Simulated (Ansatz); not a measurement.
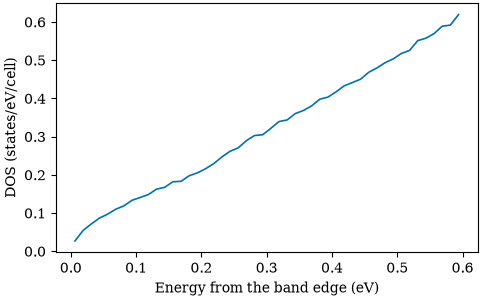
*Density of states of Li3OBr (Pm-3m) above the conduction band minimum, Ansatz (an electronic-structure program) with PBEsol, rigid bands; cell volume 61.0 Å³.*

**Question.** What effective density of states at 300 K does this give (∫ g(E) exp(−E/k_BT) dE, both spins, divided by the cell's size)?

**Answer.** 2.4e19 cm⁻³, a density-of-states mass of 0.98 mₑ, valleys and band degeneracy included.

Spin-orbit coupling is left out. Geometry: cell and atoms relaxed with PBEsol.

Computed structure with no diffraction record at hand here (it may be known, metastable or hypothetical): Li3OBr (Pm-3m).
